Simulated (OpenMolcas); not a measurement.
**One shape, several levels: SiH4O3 (SMILES O[SiH](O)O)**

Aim: a comparison of 6 runs (HF/STO-3G, HF/3-21G, B3LYP/6-311+G**, M06-L/6-311+G**, r2SCAN/6-311+G**, MP2/6-311+G**) of SiH4O3. 

The calculation is run with OpenMolcas 26.06.

1 further run of the same task is left out (set aside as unsound or not needed).

### Step 1. The structure to begin with

SiH4O3: 8 atoms, total charge 0, spin state singlet. SMILES: `O[SiH](O)O`. One bond was lengthened or shortened from a relaxed shape.

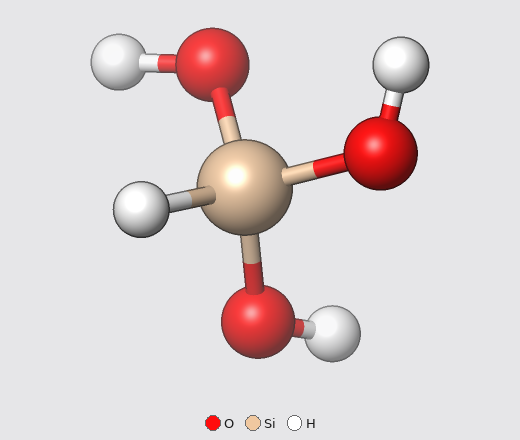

Viewed from a chosen angle; oxygen red, silicon light orange, hydrogen white.

### Step 2. A single-point energy at HF/STO-3G (run 1)

File mol.inp:

```
&gateway
baslib = $CurrDir
coord
8
angstrom
O       -0.050942       1.587884      -0.313547
Si      -0.280442       0.051684       0.180653
O        1.060458      -0.892016       0.107953
O       -1.359642      -0.670616      -0.809847
H        0.067958       1.738884      -1.253047
H       -0.751642       0.178484       1.573453
H        1.894900      -0.655000       0.786800
H       -1.250542      -1.612616      -0.948247
basis = STO-3G
group = NoSym
&seward
&scf
thresholds = 1e-10 1e-07 1e-07 1e-05
prorbitals = 1 1
```

The basis set STO-3G is read from a file made from the Basis Set Exchange's data (not shown).

The run is started by

```sh
$ export MOLCAS_MEM=1860
$ pymolcas mol.inp > mol.log
```

Log:

```text
--- Start Module: gateway ---
[...]
--- Stop Module: gateway /rc=_RC_ALL_IS_WELL_ ---
--- Start Module: seward ---
[...]
      Basis functions           28
--- Stop Module: seward /rc=_RC_ALL_IS_WELL_ ---
[...]
--- Start Module: scf ---
[...]
       Convergence after  11 Iterations
[...]
::    Total SCF energy                               -509.4798111253
[...]
      Total spin, S                                     0.0000000000
[...]
      Total electronic charge=   42.000000
      Total            charge=   -0.000000
[...]
      Dipole Moment (debye):
      Origin of the operator (angstrom)=   -0.1686    0.0187   -0.1379
                   X=  9.5315E-01               Y= -7.7249E-01               Z=  2.2751E-01           Total=  1.2478E+00
      Quadrupole Moment (debye*angstrom):
[...]
--- Stop Module: scf /rc=_RC_ALL_IS_WELL_ ---
[...]
```

It took 2.6 s on 1 thread of AMD EPYC 7R43 (Zen 3), shared host; peak memory 0.37 GiB.

### Step 3. The energy at HF/3-21G (run 2)

File geom.xyz:

```xyz
8

O     -0.050942     1.587884    -0.313547
Si    -0.280442     0.051684     0.180653
O      1.060458    -0.892016     0.107953
O     -1.359642    -0.670616    -0.809847
H      0.067958     1.738884    -1.253047
H     -0.751642     0.178484     1.573453
H      1.894900    -0.655000     0.786800
H     -1.250542    -1.612616    -0.948247
```

File test.input:

```
&GATEWAY
 BasLib = $CurrDir
 Coord = geom.xyz
 Basis = 3-21G
 Group = NoSym

&SEWARD

&SCF
 Thresholds = 1e-10 1e-07 1e-07 1e-05
 PrOrbitals = 1 2
```

The basis set 3-21G is read from a file made from the Basis Set Exchange's data (not shown).

The run is started by

```sh
$ export MOLCAS_MEM=1860
$ pymolcas test.input > test.log
```

Log:

```text
--- Start Module: gateway ---
[...]
--- Stop Module: gateway /rc=_RC_ALL_IS_WELL_ ---
--- Start Module: seward ---
[...]
      Basis functions           48
--- Stop Module: seward /rc=_RC_ALL_IS_WELL_ ---
[...]
--- Start Module: scf ---
[...]
       Convergence after  13 Iterations
[...]
::    Total SCF energy                               -513.1873222465
[...]
      Total spin, S                                     0.0000000000
[...]
      Total electronic charge=   42.000000
      Total            charge=   -0.000000
[...]
      Dipole Moment (debye):
      Origin of the operator (angstrom)=   -0.1686    0.0187   -0.1379
                   X=  1.8841E+00               Y= -1.1597E+00               Z=  1.8088E-01           Total=  2.2198E+00
      Quadrupole Moment (debye*angstrom):
[...]
--- Stop Module: scf /rc=_RC_ALL_IS_WELL_ ---
[...]
```

Run time: 3.3 s. Hardware: 1 thread of AMD EPYC 7R43 (Zen 3), shared host; peak memory 0.38 GiB.

Run 3 isn't shown in full; the table further down has it.

### Step 4. The energy at M06-L/6-311+G(d,p) (run 4)

File test.inp:

```
* H4O3Si Kohn-Sham DFT
>>> EXPORT MOLCAS_PRINT=2

&gateway
  baslib=$CurrDir
  coord
  8
  angstrom
  O       -0.050942       1.587884      -0.313547
  Si      -0.280442       0.051684       0.180653
  O        1.060458      -0.892016       0.107953
  O       -1.359642      -0.670616      -0.809847
  H        0.067958       1.738884      -1.253047
  H       -0.751642       0.178484       1.573453
  H        1.894900      -0.655000       0.786800
  H       -1.250542      -1.612616      -0.948247
  basis=6-311pGss
  group=NoSym

&seward
  gridinput
  Grid=UltraFine
  End of Grid

&scf
  ksdft=M06L
  thresholds=1e-10 1e-07 1e-07 1e-05
  prorbitals=1 2
```

The basis set 6-311+G** is read from a file made from the Basis Set Exchange's data (not shown).

The run is started by

```sh
$ export MOLCAS_MEM=1860
$ pymolcas test.inp > test.log
```

Log:

```text
--- Start Module: gateway ---
[...]
--- Stop Module: gateway /rc=_RC_ALL_IS_WELL_ ---
--- Start Module: seward ---
[...]
      Basis functions          120
--- Stop Module: seward /rc=_RC_ALL_IS_WELL_ ---
[...]
--- Start Module: scf ---
[...]
       Convergence after  15 Iterations
[...]
::    Total KS-DFT energy                            -517.7427163279
[...]
      Total spin, S                                     0.0000000000
[...]
      Total electronic charge=   42.000000
      Total            charge=   -0.000000
[...]
      Dipole Moment (debye):
      Origin of the operator (angstrom)=   -0.1686    0.0187   -0.1379
                   X=  1.5309E+00               Y= -9.1098E-01               Z= -8.3466E-03           Total=  1.7815E+00
      Quadrupole Moment (debye*angstrom):
[...]
--- Stop Module: scf /rc=_RC_ALL_IS_WELL_ ---
[...]
```

Wall time 70 s (1 thread of AMD EPYC 7R43 (Zen 3), shared host); peak memory 0.76 GiB.

Run 5 isn't shown in full; the table further down has it.

### Step 5. A single-point energy at MP2/6-311+G(d,p) (run 6)

File mol.inp:

```
* H4O3Si MP2

&GATEWAY
  BasLib=$CurrDir
  BasisSet
  O.6-311pGss....
  O1 -0.050942 1.587884 -0.313547 angstrom
  O3 1.060458 -0.892016 0.107953 angstrom
  O4 -1.359642 -0.670616 -0.809847 angstrom
  End of Basis
  BasisSet
  Si.6-311pGss....
  Si2 -0.280442 0.051684 0.180653 angstrom
  End of Basis
  BasisSet
  H.6-311pGss....
  H5 0.067958 1.738884 -1.253047 angstrom
  H6 -0.751642 0.178484 1.573453 angstrom
  H7 1.894900 -0.655000 0.786800 angstrom
  H8 -1.250542 -1.612616 -0.948247 angstrom
  End of Basis

&SEWARD

&SCF
  Thresholds=1e-10 1e-07 1e-07 1e-05
  PrOrbitals=1 1

&MBPT2
  Frozen=8
```

The basis set 6-311+G** is read from a file made from the Basis Set Exchange's data (not shown).

The run is started by

```sh
$ export MOLCAS_MEM=1860
$ pymolcas mol.inp > mol.log
```

Log:

```text
--- Start Module: gateway ---
[...]
--- Stop Module: gateway /rc=_RC_ALL_IS_WELL_ ---
[...]
      Basis functions          120
[...]
--- Start Module: scf ---
[...]
       Convergence after  15 Iterations
[...]
::    Total SCF energy                               -516.0616953936
[...]
      Total spin, S                                     0.0000000000
[...]
      Total electronic charge=   42.000000
      Total            charge=   -0.000000
[...]
      Dipole Moment (debye):
      Origin of the operator (angstrom)=   -0.1686    0.0187   -0.1379
                   X=  1.6626E+00               Y= -9.6822E-01               Z=  1.8396E-01           Total=  1.9328E+00
      Quadrupole Moment (debye*angstrom):
[...]
--- Stop Module: scf /rc=_RC_ALL_IS_WELL_ ---
[...]
--- Start Module: mbpt2 ---
[...]
WARNING!
Default frozen orbitals as non valence orbitals is overwritten by user input.
Default values:   5
[...]
       Reference weight ( Cref**2 )         =        0.83966
::    Total MBPT2 energy                             -516.7777081573
[...]
      Total MBPT2 calculations                           1.17      1.32
--- Stop Module: mbpt2 /rc=_RC_ALL_IS_WELL_ ---
[...]
```

Run time: 32 s. Hardware: 1 thread of AMD EPYC 7R43 (Zen 3), shared host; peak memory 0.76 GiB.

### Step 6. The series

| run | level | integration grid | frozen core orbitals | energy (Eh) | dipole moment (D) of the reference | HOMO energy (eV) | LUMO energy (eV) | wall time |
| --- | --- | --- | --- | --- | --- | --- | --- | --- |
| 1 | HF/STO-3G | – | – | -509.479811 | 1.25 | -9.31 | 12.07 | 2.6 s |
| 2 | HF/3-21G | – | – | -513.187322 | 2.22 | -12.64 | 5.28 | 3.3 s |
| 3 | B3LYP/6-311+G** | UltraFine | – | -517.807783 | 1.80 | -8.90 | -0.78 | 57 s |
| 4 | M06-L/6-311+G** | UltraFine | – | -517.742716 | 1.78 | -7.74 | -0.66 | 70 s |
| 5 | r2SCAN/6-311+G** | UltraFine | – | -517.648441 | 1.80 | -7.89 | -0.59 | 70 s |
| 6 | MP2/6-311+G** | – | 8 | -516.777708 | 1.93 | -13.06 | 1.50 | 32 s |

### Step 7. Summary of results

```
                                          quantity          value
                               run 6: total energy  -516.77771 Eh
         run 6: dipole moment (mean-field density)         1.93 D
        run 6: HOMO energy (Hartree–Fock orbitals)      -13.06 eV
        run 6: LUMO energy (Hartree–Fock orbitals)        1.50 eV
      run 6: HOMO–LUMO gap (Hartree–Fock orbitals)       14.56 eV
run 6: correlation energy (8 core orbitals frozen)     -716.0 mEh
```

In words: Over runs 1, 2, 3, 4, 5 the dipole moment (its size) runs from 1.25 D (HF/STO-3G) to 2.22 D (HF/3-21G). Over runs 1, 2, 3, 4, 5 the HOMO–LUMO gap runs from 7.08 eV (M06-L/6-311+G**) to 21.39 eV (HF/STO-3G). The two ends differ in method and basis. Totals of different functionals can't be ranked against each other. In run 1 the basis is minimal, so the values are rough. All runs together took 3.9 min, the longest 70 s.
